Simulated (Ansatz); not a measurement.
The starting structures come from a database of crystals and need not be the phases stable at ambient conditions.

 Where the default PAW files enter, the runs use the earlier of Ansatz's two default sets.

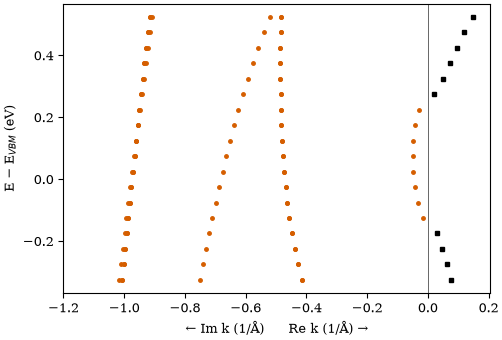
Fig. 1. Complex bands at the centre of the two-dimensional zone; Ansatz (a first-principles code) with PBEsol

The gap is the functional's own. No spin-orbit coupling. Mid-gap values are interpolated on the energy grid.

This is KSnSb (P6_3mc, not sure to be the ambient phase, 6 atoms a cell, 36.8 Å³ an atom) along the normal of (001). Read off the slowest decay at the centre of the two-dimensional zone at 0.12 eV, the computed energy nearest the middle of the gap.

κ ≈ 0.05 1/Å, a decay length 1/(2κ) of the density of 10 Å.
